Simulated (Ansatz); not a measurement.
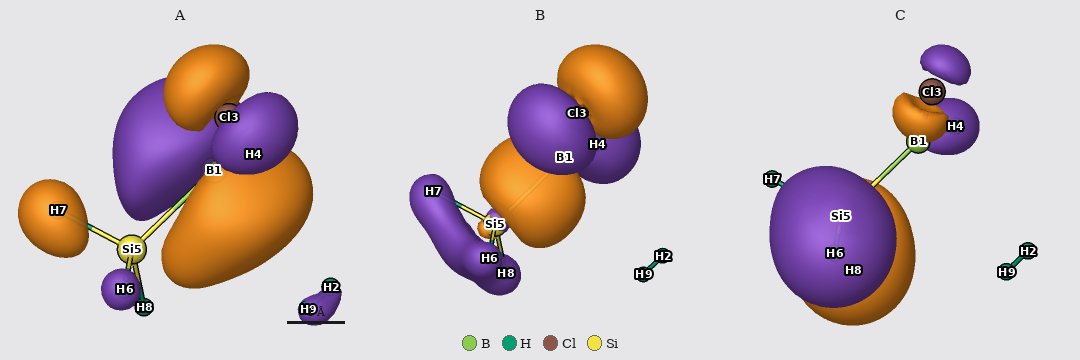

Figure. BClH4Si···H2. Three frontier orbitals at ±0.1 Å⁻³ᐟ² (orange and purple are the two phases), in no order.

All numbers below come from RKS PBE-D4/def2-SVP (Ansatz 0.2.0).

```yaml
atoms:
  - { symbol: B, position_ang: [0.2503, 0.5713, -0.4167] }
  - { symbol: H, position_ang: [-0.5016, -0.5847, 2.1725] }
  - { symbol: Cl, position_ang: [1.6361, -0.3707, -0.9407] }
  - { symbol: H, position_ang: [-0.8418, 0.0888, -0.6472] }
  - { symbol: Si, position_ang: [0.5339, 2.3872, 0.4356] }
  - { symbol: H, position_ang: [1.7697, 2.4137, 1.2971] }
  - { symbol: H, position_ang: [0.7279, 3.3964, -0.6723] }
  - { symbol: H, position_ang: [-0.6471, 2.8332, 1.2571] }
  - { symbol: H, position_ang: [0.0802, -0.2113, 2.5096] }
```

Question: Order the three orbitals by energy and name them.

Answer: C is the HOMO−1 (−8.22 eV). Its weight (Hirshfeld) is mainly on Si5 (about 40 %), H8 (about 25 %) and H6 (about 25 %). B is the HOMO (−6.62 eV). By Hirshfeld shares it lies mainly on Cl3 (about 40 %), B1 (about 20 %), Si5 (about 20 %) and H4 (about 10 %). A is the LUMO (−3.04 eV). By Hirshfeld shares it lies mainly on B1 (about 55 %) and Cl3 (about 20 %).

Question: What is the HOMO–LUMO gap?

Answer: 3.58 eV between the orbital energies.
